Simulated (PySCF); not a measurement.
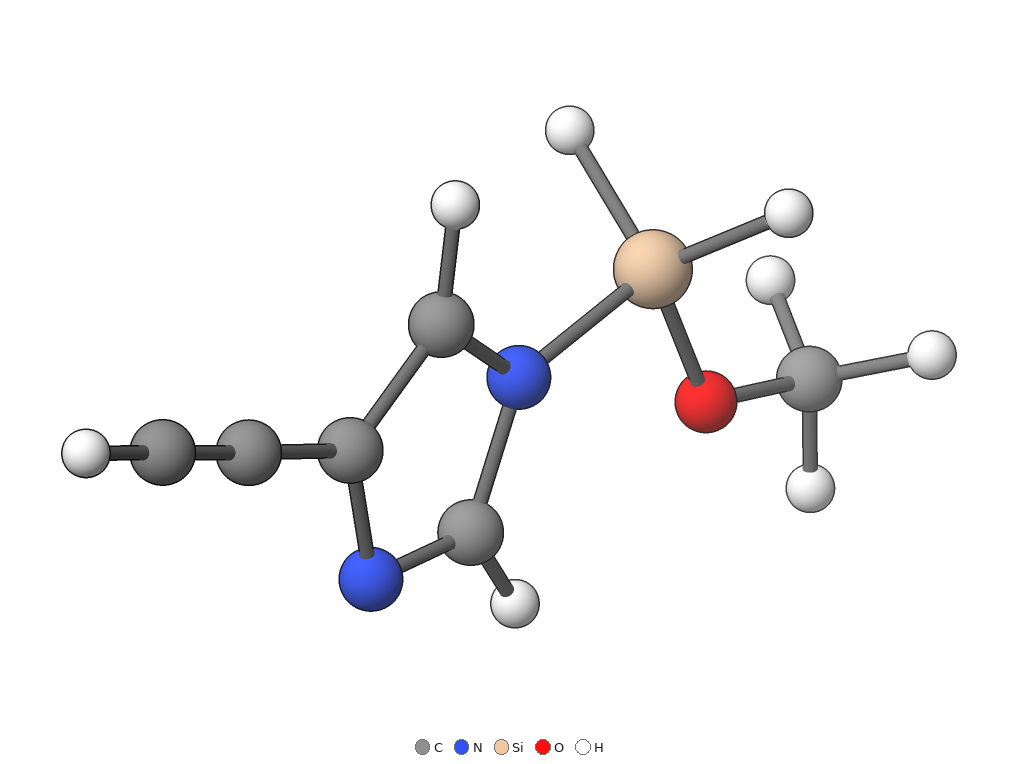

Every bond is drawn as one stick, whatever its order.

The geometry was computed by an optimisation with PBE0-D3(BJ)/def2-SVP. No frequency run is at hand to confirm it as a minimum.

Question: Count the atoms of each element.

Answer: C₆H₈N₂OSi, 18 atoms: 6 carbon, 8 hydrogen, 2 nitrogen, 1 oxygen and 1 silicon.

Question: Does it have rings?

Answer: Independent rings (smallest set): 1 of 5 members, 1 of them aromatic.

Question: How many bonds of each kind are drawn?

Answer: 6 C–H, 4 C–N, 3 C–C, 2 Si–H, 1 N–Si, 1 O–Si, 1 C–O.

Question: Give a SMILES string for it.

Answer: C#Cc1cn([SiH2]OC)cn1

The parts below concern this one geometry. Atoms keep their numbers from picture to picture.

**Shape**

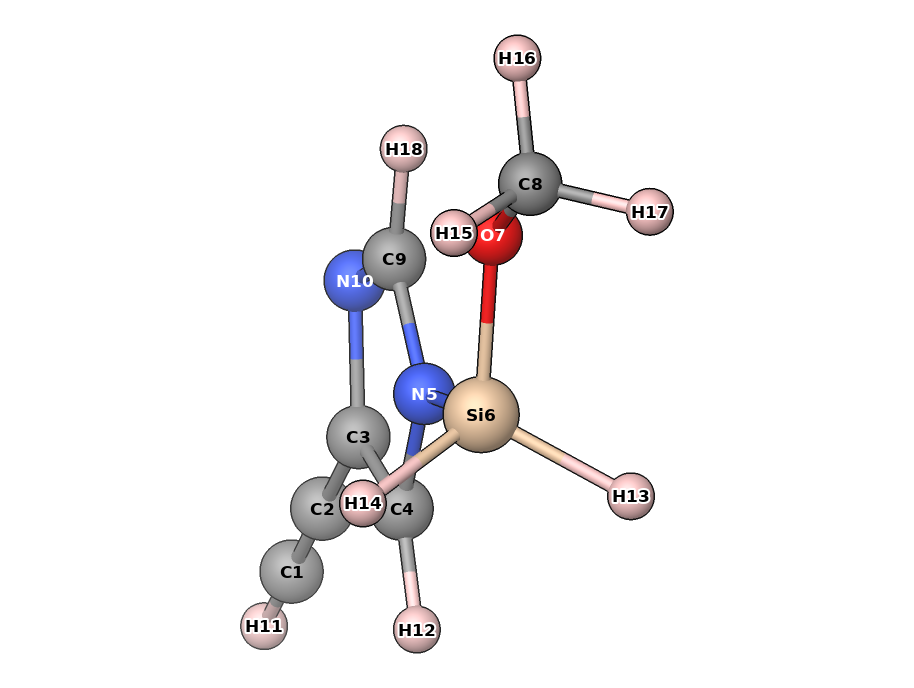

N5 lies behind Si6. The molecule seen a little off the Si6–N5 bond, Si6 in front. Distant atoms are faded towards the background colour. No frequency run is at hand to confirm it as a minimum.

Question: What is the torsion angle O7–Si6–N5–C4? The sign is positive where the front bond must turn clockwise to cover the back bond.

Answer: 178°, antiperiplanar (anti).

**Polarisability**

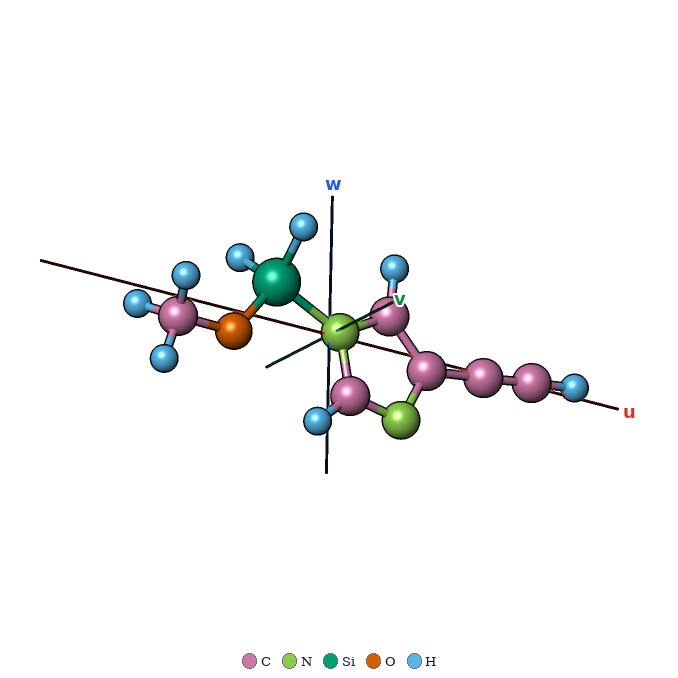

The lines u, v and w are the principal axes of the static dipole polarisability. No frequency run is at hand to confirm it as a minimum. Level of theory: PBE0/def2-SVPD (PySCF 2.14.0).

Question: Along which axis is the molecule most polarisable, and along which least?

Answer: Most along u, least along v.

Question: Give the three principal values.

Answer: u 174.2, v 74.7, w 99.0 bohr³; mean 115.9, anisotropy 89.9 bohr³.

**Ring current**

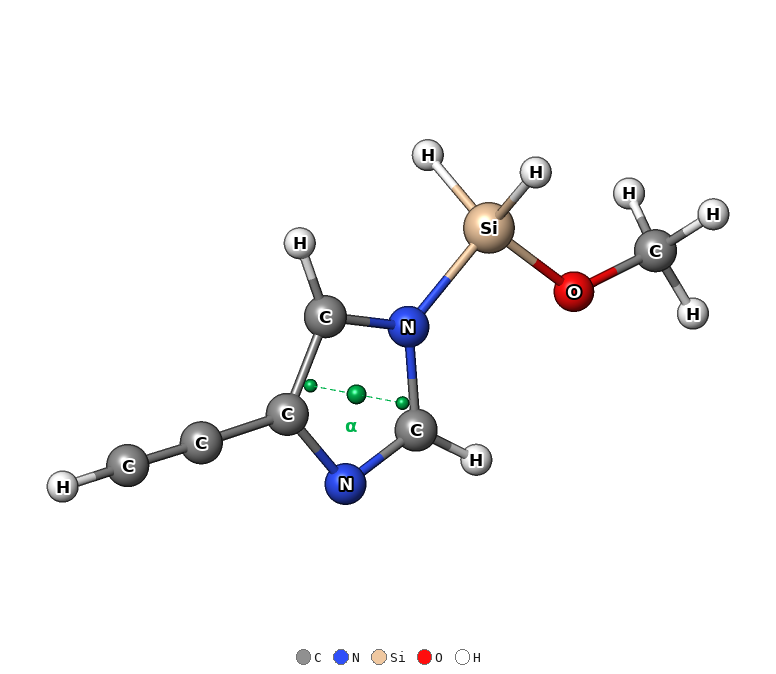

The small points mark where nucleus-independent chemical shifts (NICS) were computed: at the centre of each lettered ring and 1 Å above and below it. No frequency run is at hand to confirm it as a minimum. Method: GIAO mPW1PW91/pcSseg-1 NMR shielding, non-relativistic, gas phase (PySCF 2.14.0).

Give NICS(0), NICS(1) and the out-of-plane component NICS(1)zz for each ring (means of the two sides).

| ring | members | NICS(0) | NICS(1) | NICS(1)zz |
| --- | --- | --- | --- | --- |
| α | C3N2 | −12.8 | −11.1 | −28.3 |

Values in ppm.

Question: What do the values say about the ring currents?

Answer: Ring α: diatropic, as in an aromatic ring. NICS is one index among several.

**Excitation**

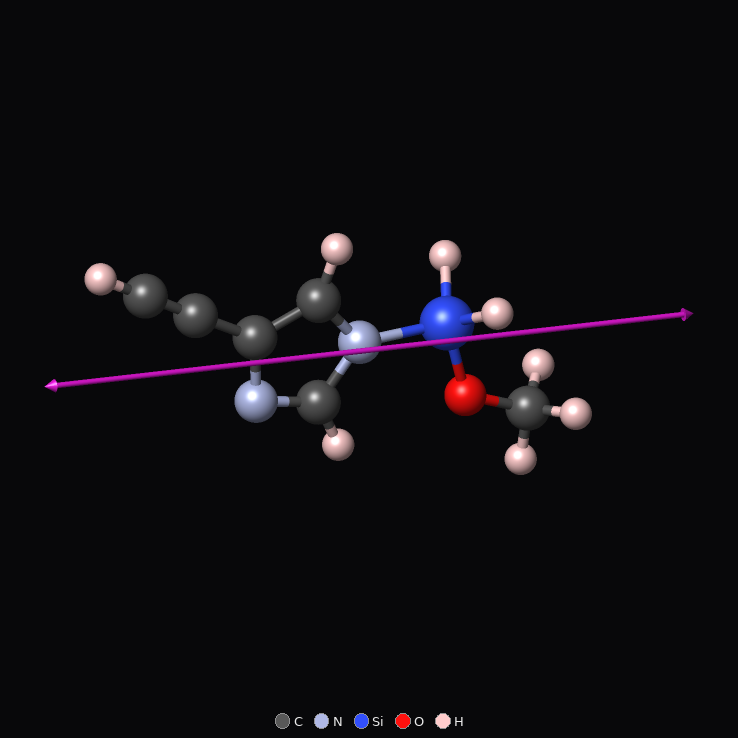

The double arrow shows the direction of the transition dipole to excited singlet state 2 (its length means nothing). No frequency run is at hand to confirm it as a minimum. Method: TDDFT PBE0/def2-SVPD, vertical, gas phase, core orbitals frozen in the response (PySCF 2.14.0).

Question: Where does the transition lie, and how strong is it?

Answer: 5.52 eV (225 nm), oscillator strength 0.28, mainly HOMO → LUMO+1 (weight 0.87); transition dipole 3.67 D.
